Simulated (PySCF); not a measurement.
# Two runs on C2H4BFO3

System: C2H4BFO3.
Method of run A: GIAO PBE0/STO-3G NMR shielding, non-relativistic, gas phase (PySCF 2.14.0).

The geometry comes from this level: PBE0-D3(BJ)/def2-SVP. Text and figures count atoms from 1; the logs count them from 0 in places.

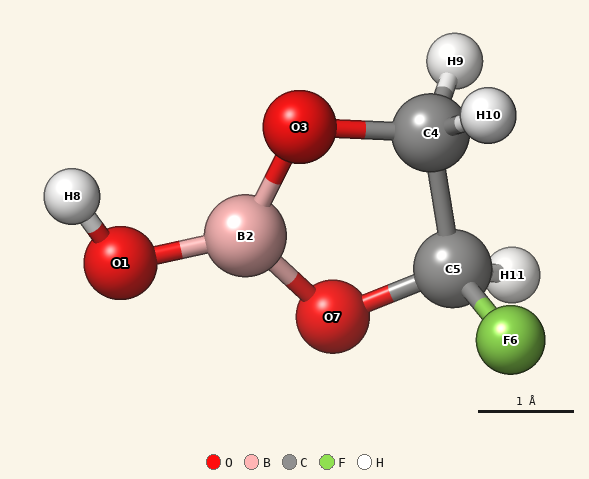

The structure (ball-and-stick view, seen at a tilt; atoms are numbered from 1 in the order of the input).

## Input file, run A
```
{"job": {"kind": "nmr", "xc": "PBE0", "basis": "STO-3G", "pop": true}, "charge": 0, "multiplicity": 1}
O      2.431280    -0.829902     0.059787
B      1.138019    -0.462023     0.045164
O      0.622814     0.637290     0.680904
C     -0.773164     0.621790     0.473151
C     -1.010493    -0.483064    -0.567937
F     -1.261308     0.072244    -1.790415
O      0.173934    -1.193708    -0.617999
H      2.973360    -0.228504     0.579469
H     -1.294065     0.408175     1.421300
H     -1.121748     1.590108     0.084312
H     -1.851582    -1.157812    -0.339208
```

The first line tells a small driver script what to run in PySCF; the rest is the geometry in Å.

Launched with:
```bash
OMP_NUM_THREADS=1 python <driver script> task.json out
```

Hardware: 1 CPU thread, shared host.

## Output (run A)
```
coarse grid: 10088 points
cycle   1  E = -422.7194147283  dE =  1.585e+00  |g| = 8.460e-01  |ddm| = 4.460e+00
cycle   2  E = -422.7184996669  dE =  9.151e-04  |g| = 9.195e-01  |ddm| = 2.186e+00
cycle   3  E = -422.9529457733  dE = -2.344e-01  |g| = 4.400e-02  |ddm| = 1.125e+00
cycle   4  E = -422.9534585945  dE = -5.128e-04  |g| = 2.407e-02  |ddm| = 9.816e-02
cycle   5  E = -422.9536350895  dE = -1.765e-04  |g| = 5.470e-03  |ddm| = 3.741e-02
cycle   6  E = -422.9536437702  dE = -8.681e-06  |g| = 1.145e-03  |ddm| = 7.982e-03
final grid: 100344 points
cycle   7  E = -422.9012146043  dE = -1.082e-05  |g| = 7.079e-03  |ddm| = 2.058e-02
cycle   8  E = -422.9012153553  dE = -7.510e-07  |g| = 6.946e-03  |ddm| = 1.662e-02
cycle   9  E = -422.9012291637  dE = -1.381e-05  |g| = 2.071e-04  |ddm| = 8.309e-03
cycle  10  E = -422.9012291787  dE = -1.501e-08  |g| = 5.704e-05  |ddm| = 3.783e-04
cycle  11  E = -422.9012291796  dE = -8.912e-10  |g| = 2.142e-05  |ddm| = 1.009e-04
converged SCF energy = -422.9012291796

GIAO shielding tensors (ppm)
atom      isotropic    diamagn.    paramagn.     s11        s22        s33       span
  0 O      324.853     375.915     -51.062    252.052    317.396    405.111    153.059
  1 B      110.833     205.925     -95.092    100.178    105.485    126.838     26.660
  2 O      312.066     377.857     -65.791    211.610    354.726    369.863    158.253
  3 C      174.658     248.638     -73.980    143.493    170.371    210.111     66.618
  4 C      147.937     250.878    -102.941    116.028    153.194    174.590     58.563
  5 F      401.650     454.352     -52.702    368.377    392.896    443.677     75.299
  6 O      308.547     377.749     -69.201    216.042    343.783    365.817    149.776
  7 H       30.502      28.840       1.662     25.510     27.428     38.569     13.059
  8 H       30.153      30.457      -0.304     25.924     27.339     37.196     11.271
  9 H       30.204      30.277      -0.073     26.043     27.962     36.608     10.565
 10 H       29.140      29.497      -0.357     25.911     26.380     35.128      9.216
```

The input of run B differs as follows (lines with − go, lines with + come):
```diff
-"basis": "STO-3G"
+"basis": "cc-pVDZ"
```

How does run B compare with run A?

The total energy of run B is 3638.8 kcal/mol lower, which measures the change of basis and not a stability. The HOMO goes from −5.08 to −8.62 eV. The LUMO goes from 5.69 to 1.66 eV. The dipole moment goes from 1.94 to 2.54 D. Of all shieldings, the largest change is that of O7, by −104.9 ppm. The SCF takes 12 iterations against 11. The basis functions go from 39 to 118.

## Output (run B)
```
coarse grid: 10088 points
cycle   1  E = -428.5062595810  dE =  1.347e+00  |g| = 1.025e+00  |ddm| = 6.480e+00
cycle   2  E = -428.3302353623  dE =  1.760e-01  |g| = 1.432e+00  |ddm| = 2.874e+00
cycle   3  E = -428.6931557675  dE = -3.629e-01  |g| = 6.410e-02  |ddm| = 1.675e+00
cycle   4  E = -428.6939303812  dE = -7.746e-04  |g| = 3.082e-02  |ddm| = 1.529e-01
cycle   5  E = -428.6941394792  dE = -2.091e-04  |g| = 7.572e-03  |ddm| = 5.605e-02
cycle   6  E = -428.6941481811  dE = -8.702e-06  |g| = 2.780e-03  |ddm| = 1.108e-02
final grid: 100344 points
cycle   7  E = -428.7000173311  dE = -3.369e-05  |g| = 9.528e-03  |ddm| = 4.996e-02
cycle   8  E = -428.7000010679  dE =  1.626e-05  |g| = 1.367e-02  |ddm| = 2.780e-02
cycle   9  E = -428.7000338880  dE = -3.282e-05  |g| = 5.701e-04  |ddm| = 1.597e-02
cycle  10  E = -428.7000339372  dE = -4.925e-08  |g| = 3.184e-04  |ddm| = 1.251e-03
cycle  11  E = -428.7000339553  dE = -1.808e-08  |g| = 6.626e-05  |ddm| = 4.095e-04
cycle  12  E = -428.7000339562  dE = -8.431e-10  |g| = 1.477e-05  |ddm| = 1.235e-04
converged SCF energy = -428.7000339562

GIAO shielding tensors (ppm)
atom      isotropic    diamagn.    paramagn.     s11        s22        s33       span
  0 O      278.067     376.428     -98.360    200.634    306.037    327.531    126.897
  1 B       93.511     211.622    -118.112     82.408     90.960    107.163     24.755
  2 O      257.363     387.418    -130.055    154.261    284.752    333.076    178.814
  3 C      125.573     249.803    -124.229     97.155    119.539    160.025     62.870
  4 C       89.217     247.559    -158.342     64.725     91.998    110.929     46.203
  5 F      317.959     471.774    -153.815    237.427    338.498    377.951    140.524
  6 O      203.678     386.834    -183.157    137.683    183.867    289.483    151.799
  7 H       28.589      31.020      -2.431     21.640     25.120     39.007     17.367
  8 H       27.389      30.467      -3.078     23.442     26.155     32.570      9.128
  9 H       27.406      30.433      -3.027     24.266     26.254     31.698      7.432
 10 H       25.574      29.557      -3.984     21.957     25.127     29.637      7.680
```

## The two runs side by side

```tsv
quantity	run A	run B
outcome	converged	converged
total energy (hartree)	−422.901229	−428.700034
HOMO (eV)	−5.08	−8.62
LUMO (eV)	5.69	1.66
dipole moment (D)	1.94	2.54
shielding of O1 (ppm)	324.9	278.1
shielding of B2 (ppm)	110.8	93.5
shielding of O3 (ppm)	312.1	257.4
shielding of C4 (ppm)	174.7	125.6
shielding of C5 (ppm)	147.9	89.2
shielding of F6 (ppm)	401.6	318.0
shielding of O7 (ppm)	308.5	203.7
SCF iterations	11	12
basis functions	39	118
wall time (shared host)	3.3 s	11 s
```
